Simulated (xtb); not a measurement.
**Run report: C3H6GeN, geometry relaxation (part 4 of 4)**

Continued. System: C3H6GeN, multiplicity 2. Method: GFN2-xTB (xtb 6.7.1). The geometry comes from this level: GFN2-xTB.

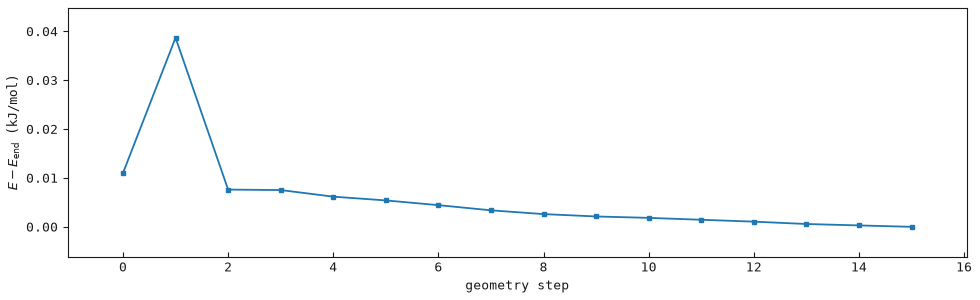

Fig. 1: Progress of the relaxation, step by step (steps are counted from 0).

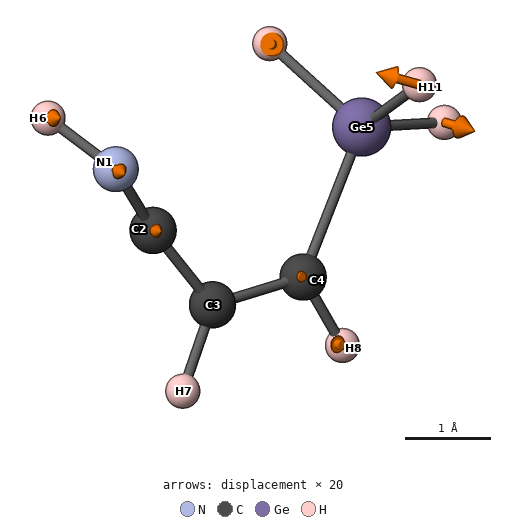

Fig. 2: The starting structure with the displacements as orange arrows, magnified 20 times (ball-and-stick view, seen at a tilt). The two geometries are laid on each other by the best rigid fit. H11 moves most after the best rigid fit: 0.028 Å. Largest moves by element: H 0.028 Å, N 0.010 Å, C 0.008 Å, Ge 0.004 Å. After 15 geometry steps the energy has fallen by 0.01 kJ/mol. (Atoms are counted from 1 in the order of the input.)

The run was set up as follows.

The input (struc.xyz):
```
11
start
N      0.26841000     1.66372000     1.86396000
C     -0.36000000     0.74687000     1.38559000
C     -0.81814000    -0.44648000     1.00202000
C     -0.50098000    -1.06053000    -0.20567000
Ge     0.71246000    -0.31886000    -1.49337000
H      0.01822000     2.64095000     1.77148000
H     -1.52689000    -0.91389000     1.67663000
H     -0.96040000    -2.01787000    -0.39808000
H      0.38065000     1.11091000    -1.80324000
H      0.64793000    -1.09344000    -2.76747000
H      2.13873000    -0.31138000    -1.03186000
```

Command:
```bash
xtb struc.xyz --uhf 1 --opt vtight | tee run.log
```

Results in brief:

- outcome: converged
- electrons treated: 27
- total energy: −14.199452 hartree
- dispersion energy: −0.006722 hartree
- basis functions: 32
- dipole moment: 2.23 D
- hardware: 1 thread of Intel Xeon @ 2.50GHz (Skylake/Cascade Lake), 189 GiB of memory available, shared host
- peak memory: 0.071 GiB

Notes:

The record of the run, not the program, notes: no spin polarisation: high-spin states lie too high.
